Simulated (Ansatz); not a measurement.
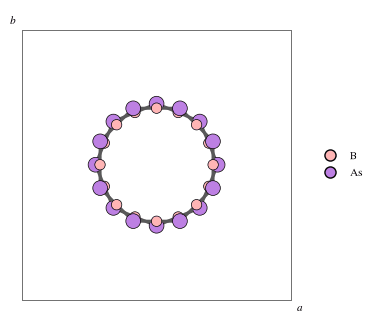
*1 relaxed period of a body that repeats along c, seen along c; the cell edge a is 20.0 Å long*

All values below come from PBE (plane waves to 420 eV, PAW; Ansatz, an electronic-structure program). Mesh 1×1×6. No spin polarisation. One-dimensional cell, images about 11 Å apart. A model structure. It keeps the symmetry and period of its start, so it need not be a minimum against all distortions. Values not marked SOC lack spin–orbit coupling.

Problem. What is drawn, and how wide is it?

Solution. Several could match; the one computed here: (8,0) BAs nanotube. A hypothetical model, rolled from the flat sheet.
It measures about 9 Å across, from nucleus to nucleus.
